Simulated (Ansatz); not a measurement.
# Ge2H8OSn: the cost of one run

All numbers below are computed with Ansatz 0.2.0 (RHF/def2-SVP).

**1. The structure to begin with**

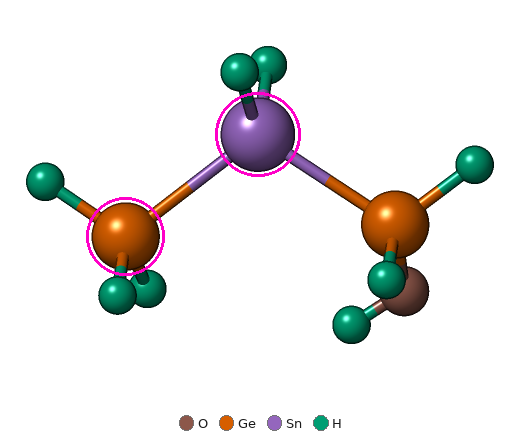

Start, viewed from a free direction; oxygen brown, germanium orange, tin purple, hydrogen teal. Ringed: Sn3, Ge4.

Coordinates:

```xyz
12

O    -2.1097    1.4342   -0.6028
Ge   -0.9292    1.6799    0.6645
Sn    0.2150   -0.5887    1.0788
Ge    1.2465   -1.4828   -1.1596
H    -1.6649    1.0568   -1.3852
H    -1.6069    2.1850    1.9686
H     0.1533    2.7269    0.2109
H    -0.8709   -1.7127    1.7394
H     1.5687   -0.3515    2.2667
H     2.2112   -0.4897   -1.7010
H    -0.0061   -1.6531   -2.1409
H     1.8700   -2.8594   -0.9054
```

**2. End point A**

Input file input.yaml:

```yaml
crystal:
  periodic: [false, false, false]
  atoms:
    - { symbol: O, position_ang: [-2.1097, 1.4342, -0.6028] }
    - { symbol: Ge, position_ang: [-0.9292, 1.6799, 0.6645] }
    - { symbol: Sn, position_ang: [0.215, -0.5887, 1.0788] }
    - { symbol: Ge, position_ang: [1.2465, -1.4828, -1.1596] }
    - { symbol: H, position_ang: [-1.6649, 1.0568, -1.3852] }
    - { symbol: H, position_ang: [-1.6069, 2.185, 1.9686] }
    - { symbol: H, position_ang: [0.1533, 2.7269, 0.2109] }
    - { symbol: H, position_ang: [-0.8709, -1.7127, 1.7394] }
    - { symbol: H, position_ang: [1.5687, -0.3515, 2.2667] }
    - { symbol: H, position_ang: [2.2112, -0.4897, -1.701] }
    - { symbol: H, position_ang: [-0.0061, -1.6531, -2.1409] }
    - { symbol: H, position_ang: [1.87, -2.8594, -0.9054] }
basis:
  gaussian: { orbitals: def2-SVP }
hamiltonian:
  xc: hf
relax:
  f_tol: 0.015
  max_steps: 40
```

Launch:

```
> ansatz run input.yaml --threads 2 --pin off --max-ram 3072MiB --backend cpu --events-out ev --progress --plain --runs-dir out
```

Q: Estimate wall time and peak memory on 2 threads of Arm Neoverse V1, shared host.

About 38 s, with a peak of 0.5 GiB.
